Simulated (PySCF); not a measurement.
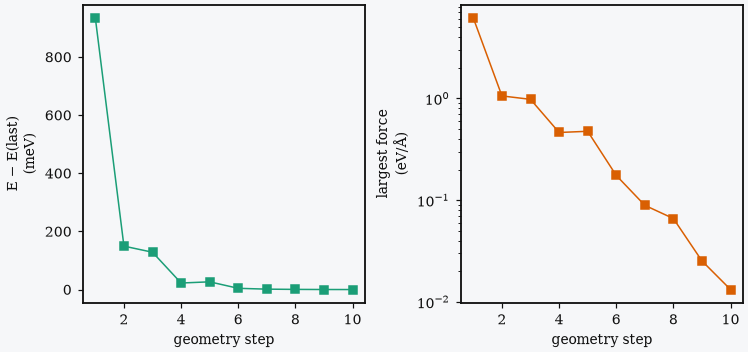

History of a geometry optimisation.

C$_{3}$H$_{7}$NS (SMILES CN(C)C=S); PBE0-D3(BJ)/def2-SVP, geometry optimisation (PySCF 2.14.0, density fitting).

Q: How did the optimisation end?

A: The optimisation met its thresholds at geometry 10, counting the start as the first. The energy fell by about 930 meV from the first step to the last. The largest force goes from about 6.2 eV/Å at the start to 0.013 eV/Å at the end.

Q: By which step was nine tenths of the energy gained?

A: By step 4 of 10.
